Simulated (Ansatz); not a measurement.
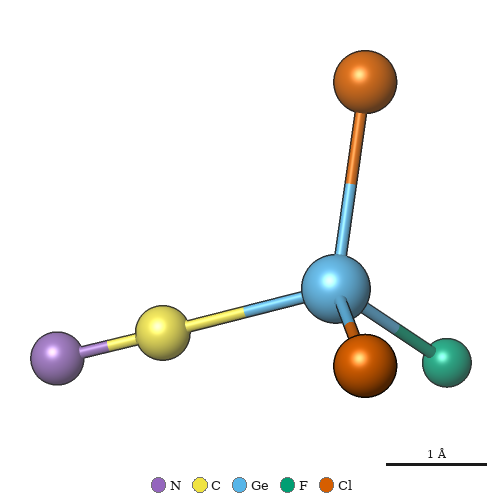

Ball-and-stick drawing of a structure.

Computed geometry: PBE0-D4/def2-TZVP optimisation.

Which formula does it have?

CCl2FGeN, 6 atoms: 1 carbon, 2 chlorine, 1 fluorine, 1 germanium and 1 nitrogen.

Name functional groups in it.

Among them: nitrile.

The parts below concern this one geometry. Atoms keep their numbers from picture to picture.

**Symmetry**

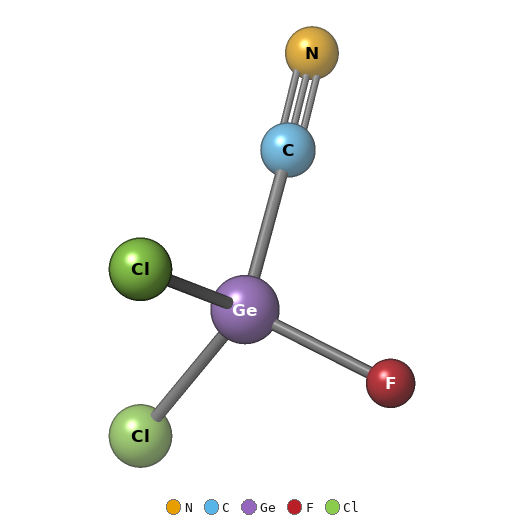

Distant atoms are faded towards the background colour.

List the symmetry elements and name the point group.

It has 1 mirror plane, so the point group is Cs. The group has 2 operations. The geometry is achiral, and symmetry allows a dipole moment.

**Vibrations**

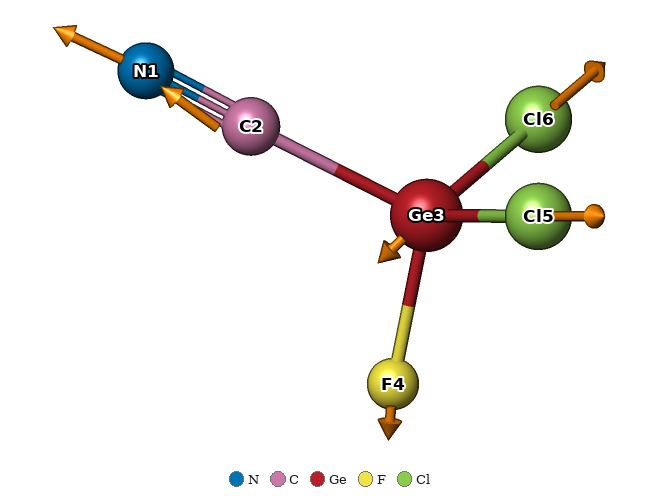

The arrows show one normal mode. Harmonic vibrations computed with RKS PBE0-D4/def2-TZVP (Ansatz 0.2.0) at a stationary point of the same level.

Describe the motion.

Mostly in-phase stretching of 2 Ge–Cl bonds.

Estimate its harmonic wavenumber.

435 cm⁻¹; it is mode 8 of 12 counted from the lowest.

**Electronic properties**

Level of theory: RKS r2SCAN0-D4/def2-TZVPP (Ansatz 0.2.0).

Give the HOMO energy (Kohn–Sham orbital) at this level.

−10.52 eV.

Estimate the LUMO energy (Kohn–Sham orbital).

−1.72 eV.

**Charges**

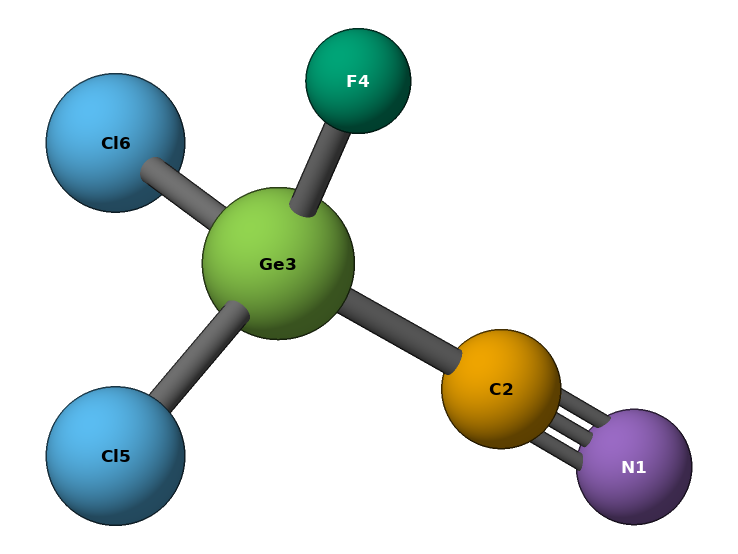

The questions are on Mulliken charges. Properties computed with RKS ωB97M-V/def2-TZVPP (Ansatz 0.2.0).

List the Mulliken charges.

| atom | value (e) |
| --- | --- |
| N1 | −0.01 |
| C2 | −0.16 |
| Ge3 | 0.83 |
| F4 | −0.32 |
| Cl5 | −0.17 |
| Cl6 | −0.17 |

Mulliken values depend strongly on the basis set and can even reverse the polarity of a bond.
